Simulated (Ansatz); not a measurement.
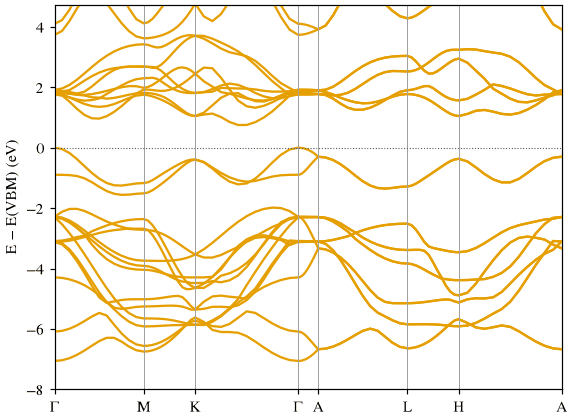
Band structure from plane-wave PAW r²SCAN (Ansatz code)

Q: Read off the gap and where the band edges lie.

A: About 0.7 eV (0.74 eV by a search for the band edges); maximum at Γ, minimum on the K–Γ line, 46 % of the way from K.

Q: Which of these materials gives this?
A. LiNbSe2, P6_3/mmc (Li on 2a, Nb on 2b, Se on 4f)
B. CsVBr3, P6_3/mmc (Cs on 2d, V on 2a, Br on 6h)
C. CdSe, wurtzite
D. GdHSe, P-6m2 (Gd on 1a, H on 1c, Se on 1f)

A: A, LiNbSe2, P6_3/mmc (Li on 2a, Nb on 2b, Se on 4f)

The first step of the workflow began from a Materials Project structure, measured or hypothetical; the Crystallography Open Database copy checked does not list it. Whether it is the stable phase at ambient conditions was not checked. The cell was relaxed with r²SCAN under the symmetry of its start; its stability against distortions is not shown here. No spin polarisation was allowed. Spin–orbit coupling is left out wherever it is not named.

Potentials: the later of the program's two PAW sets.
